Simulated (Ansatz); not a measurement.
```
Li H
1.0
     3.27052    0.00000    0.00000
    -1.63526    2.83235    0.00000
     0.00000    0.00000    3.94827
Li H
2 3
Direct
  0.33333 0.66667 0.22730
  0.66667 0.33333 0.77270
  0.00000 0.00000 0.00000
  0.33333 0.66667 0.73103
  0.66667 0.33333 0.26897
```

Space group P-3m1; started from the A-type sesquioxide_164 prototype, which need not be the ambient phase; computed without spin polarisation.

Computed with DFT PBE, scalar-relativistic, plane waves, PAW (Ansatz 0.2.0).

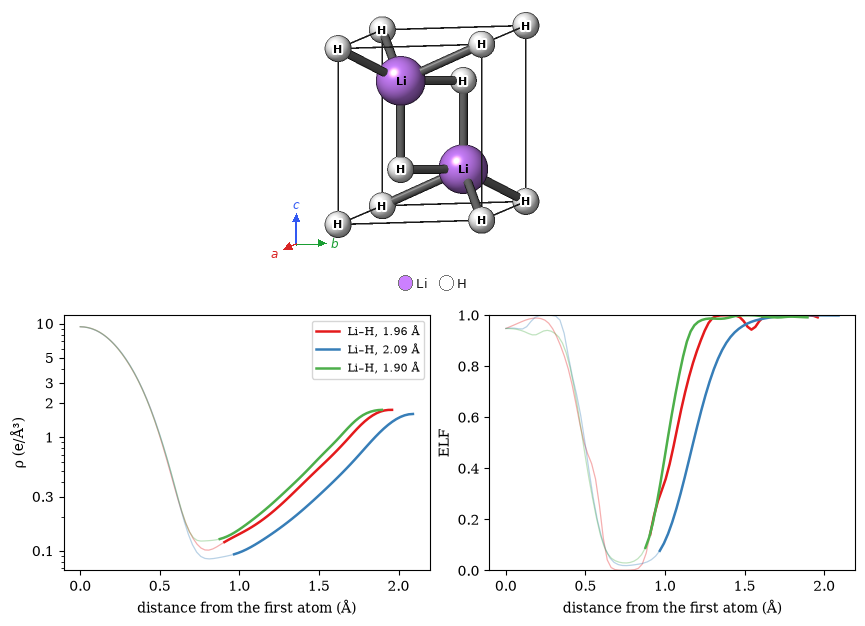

Li₂H₃. Valence electron density and ELF along straight lines between neighbouring atoms. Thin, pale parts lie inside the atomic spheres. The structure is drawn too.

Core electrons are frozen (PAW), and the valence fields are smoothed inside the atomic spheres.

What can be read from the curves?

Answer. Li–H (1.96 Å): the density is about 0.14 e/Å³ at the midpoint; the ELF climbs to about 1 towards the hydrogen.
Li–H (2.09 Å): ρ is about 0.1 e/Å³ halfway; the ELF climbs to about 1 towards the hydrogen.
Li–H (1.90 Å): the density is about 0.14 e/Å³ at the midpoint; the ELF climbs to about 1 towards the hydrogen.
